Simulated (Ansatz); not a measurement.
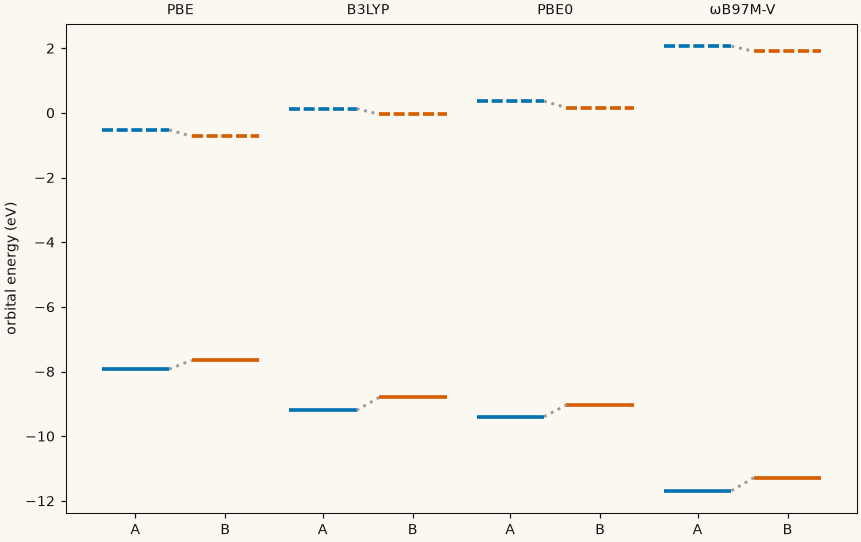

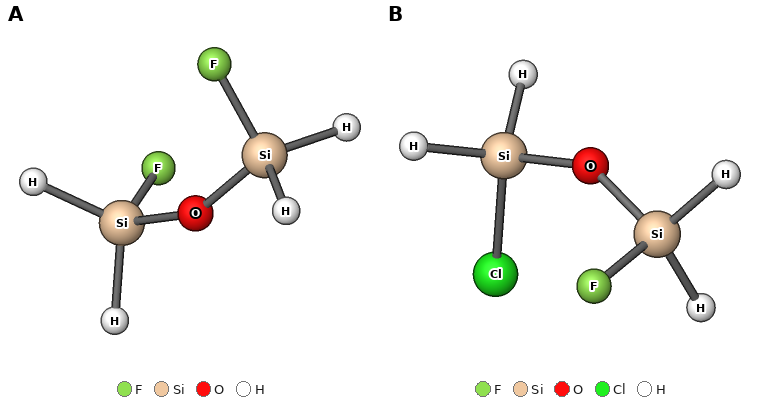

One change: A, Si₂H₄OF₂ (SMILES F[SiH2]O[SiH2]F), becomes B, Si₂H₄OClF (SMILES F[SiH2]O[SiH2]Cl). F on Si is replaced by Cl. HOMO (solid) and LUMO (dashed) computed in def2-TZVPP at PBE0-D4/def2-TZVP geometries, both minima by their frequencies, gas phase, the Ansatz code 0.2.0. Empty levels above zero depend strongly on the basis.

What does the change do to HOMO and LUMO?

PBE: the HOMO rises by 0.28 eV, the LUMO falls by 0.20 eV, and the separation goes from 7.40 to 6.93 eV. B3LYP: the HOMO rises by 0.40 eV, the LUMO falls by 0.17 eV, and the separation goes from 9.33 to 8.76 eV. PBE0: the HOMO rises by 0.36 eV, the LUMO falls by 0.20 eV, and the separation goes from 9.76 to 9.20 eV. ωB97M-V: the HOMO rises by 0.40 eV, the LUMO falls by 0.16 eV, and the separation goes from 13.75 to 13.18 eV.

Do the functionals agree on the effect?

They agree on the direction for both levels; the HOMO shift lies between 0.28 and 0.40 eV and the LUMO shift between −0.20 and −0.16 eV, while the separations themselves differ by up to 6.3 eV between functionals.

Note: one conformer of each flexible molecule.
